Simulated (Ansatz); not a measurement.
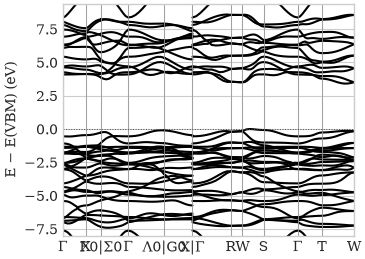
Band structure from plane-wave PAW r²SCAN (Ansatz code)

The gap is 3.41 eV; an edge lies off the plotted path or next to a special point (maximum off the standard path, minimum on the T–W line, 74 % of the way from T).

The material is TeSeO4 in space group Ima2 (No. 46; Pearson symbol oI24).

The workflow started from a Materials Project entry (that database holds measured and hypothetical structures alike); the Crystallography Open Database copy checked does not list it. COD files the formula under space group No. 1. Its standing as an ambient phase is unchecked. The cell was relaxed with r²SCAN under the symmetry of its start; its stability against distortions is not shown here. Scalar-relativistic: spin–orbit coupling is off unless named, which matters more the heavier the elements.

Potentials: the later of the program's two PAW sets.
